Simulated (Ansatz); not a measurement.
CH$_{5}$CuN (charge +1)

Input file:

```
crystal:
  periodic: [false, false, false]
  atoms:
    - {symbol: Cu, position_ang: [0.438075, -0.053152, -2.223304]}
    - {symbol: C, position_ang: [-0.217358, 0.523881, 0.563855]}
    - {symbol: N, position_ang: [0.187734, -0.564741, -0.365351]}
    - {symbol: H, position_ang: [0.542118, 1.303280, 0.562946]}
    - {symbol: H, position_ang: [-0.331978, 0.137627, 1.577309]}
    - {symbol: H, position_ang: [-1.163733, 0.948606, 0.234844]}
    - {symbol: H, position_ang: [-0.505003, -1.309664, -0.324511]}
    - {symbol: H, position_ang: [1.050146, -0.985935, -0.025788]}
basis:
  gaussian: {orbitals: "def2-TZVPPD.json"}
total_charge: 1
hamiltonian: {xc: pbe0, dispersion: d4}
output: {orbitals: {seedname: orbitals}}
```

Command:

```sh
ansatz run in.yaml --threads 4 --pin off --events-out ev --progress --plain --max-ram 9574MiB
```

Geometry: PBE0-D4/def2-TZVP.

Method: Ansatz, RKS PBE0-D4/def2-TZVPPD.

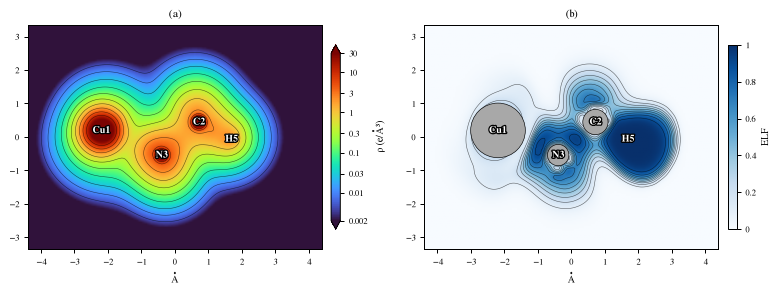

Figure 1. (a) electron density; (b) ELF on the plane of atoms N3, C2 and H5. Grey discs cover the atomic cores in the ELF map.

What do the fields say about this system?

Answer.
- Atoms in the plane: Cu, C, N and H.
- C–N (1.49 Å): ρ at the midpoint is about 1.8 e/Å³; the ELF peaks at about 0.95 between the atoms, as expected for localised, covalent bonding.
- Cu–N (1.94 Å): the density is about 0.71 e/Å³ at the midpoint; the ELF peaks at about 0.90 in the valence shell of N, 0.7 Å from its nucleus, and is about 0.25 at the midpoint.
- C–H (1.09 Å): ρ is about 2.1 e/Å³ halfway; the ELF climbs to about 1 towards the hydrogen, as it does in any bond to H (a covalent bond by its length).

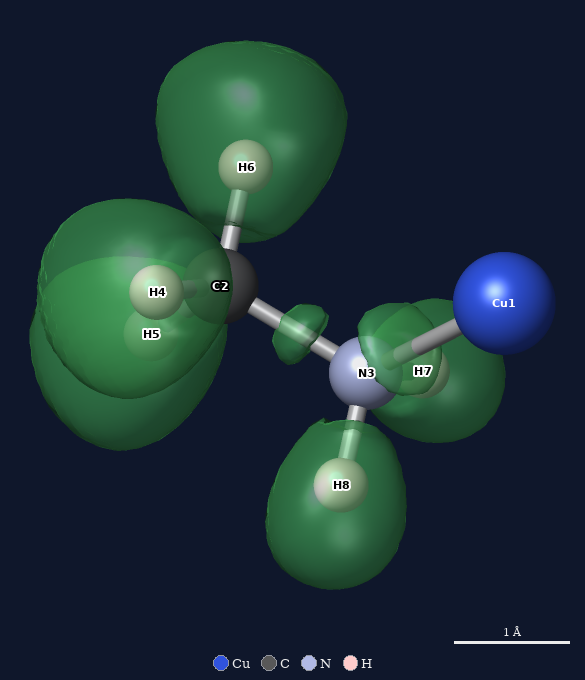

Figure 2. Isosurface of the electron localisation function at 0.85 (green), seen at an oblique angle. Only the valence region is drawn (cores and ρ < 0.01 e/Å³ removed).

Where are the electrons localised?

Answer. At this value the surface marks out one region between bonded C–N atoms (shared pairs), five regions around hydrogen nuclei and one lobe of the valence shell of N pointing towards Cu.
